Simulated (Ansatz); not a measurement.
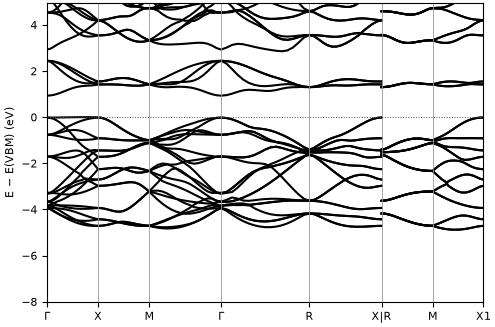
Figure: Band structure from LDA in the plane-wave PAW code Ansatz

Q: Read off the gap and where the band edges lie.

A: About 0.9 eV (0.93 eV by a search for the band edges); maximum on the Γ–X line, 77 % of the way from Γ, minimum at Γ.

The material is MgTe₂ in space group Pa-3 (No. 205; Mg on 4a, Te on 8c).

The workflow started from a Materials Project entry (that database holds measured and hypothetical structures alike); the Crystallography Open Database files this formula in space group No. 205, but the cells were not matched. Its standing as an ambient phase is unchecked. The LDA relaxation kept the symmetry of its start; its stability against distortions is not shown here. Spin–orbit coupling is left out wherever it is not named.

Potentials: the later of the program's two PAW sets.
